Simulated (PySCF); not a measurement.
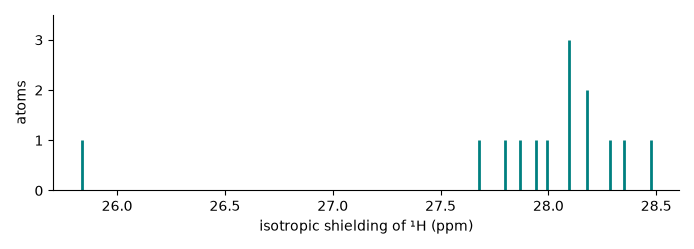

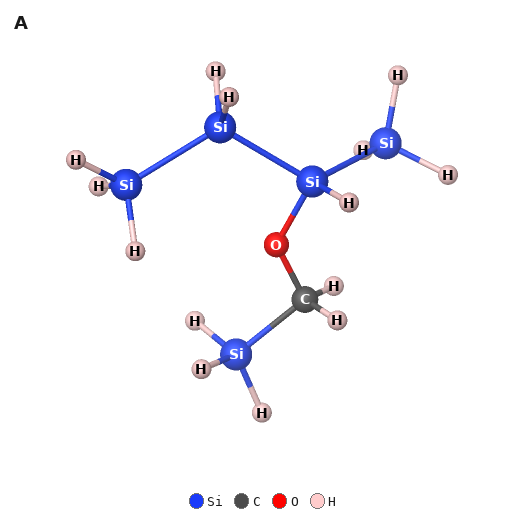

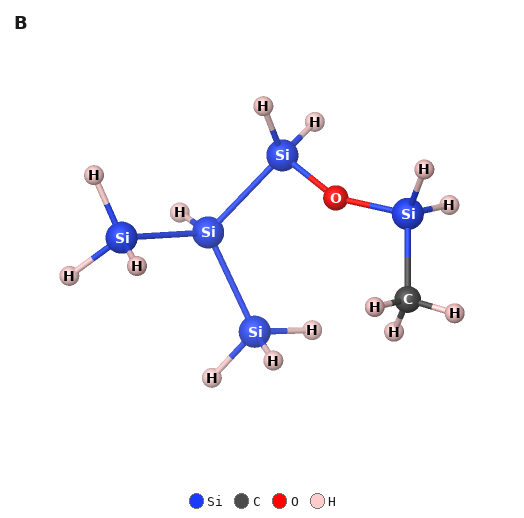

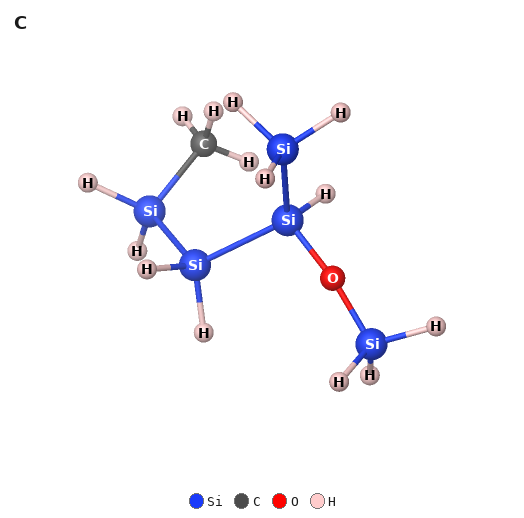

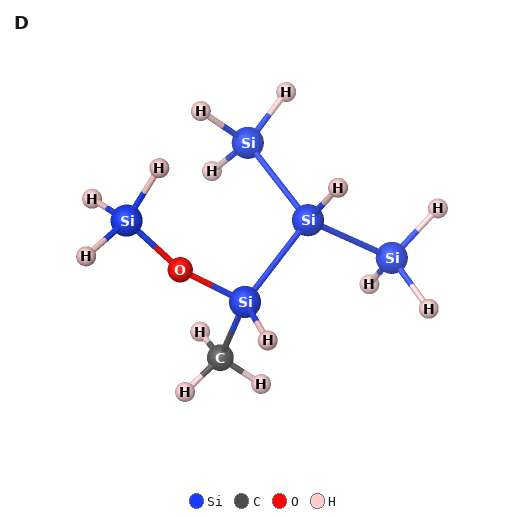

The sticks are computed shieldings of one of the molecules, for one fixed geometry (GFN2-xTB) without averaging over rotations. Low shielding means a high chemical shift. Method: GIAO PBE0/pcSseg-1 NMR shielding, non-relativistic, gas phase (PySCF 2.14.0).

> Match the spectrum to a structure.

A, `[SiH3]CO[Si@@H]([SiH3])[SiH2][SiH3]`. Its 14 H atoms give lines at 25.84, 27.68, 27.80, 27.87, 27.94, 28.00, 28.10 (3 atoms), 28.18 (2 atoms), 28.28, 28.35, 28.47 ppm.

The geometry is semi-empirical. Around Si such bond lengths and angles can be off by a tenth of an ångström or more and by several degrees, and values that hang on the shape move with them.
